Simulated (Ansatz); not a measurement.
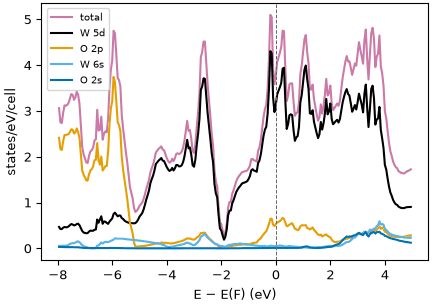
Total and projected density of states of WO in space group Pm-3m (No. 221; W on 3c, O on 3d), the program Ansatz at the r²SCAN level (PAW)

Task: Which orbitals carry the states next to the Fermi level?

Result: Within 0.5 eV of the Fermi level: W 5d 83 %, O 2p 13 %. Projections are on Löwdin-orthogonalised atomic valence shells; empty p or d shells of many metals are not among them.

The start of the workflow was typed in or built on a structure type; neither database checked (COD, Materials Project) lists it. Its standing as an ambient phase is unchecked. The r²SCAN relaxation kept the symmetry of its start; whether a distortion lowers the energy is not shown. Spin order of the final state: ferromagnetic, the only order run, not a proven ground state. Other orbital occupations within this spin state were not tried. No Hubbard U is applied. Spin–orbit coupling is left out wherever it is not named.

Potentials: the earlier of the program's two PAW sets. The files were generated under PBE; for other functionals the program regenerates the frozen cores, and for LDA and PBEsol the local potential too.
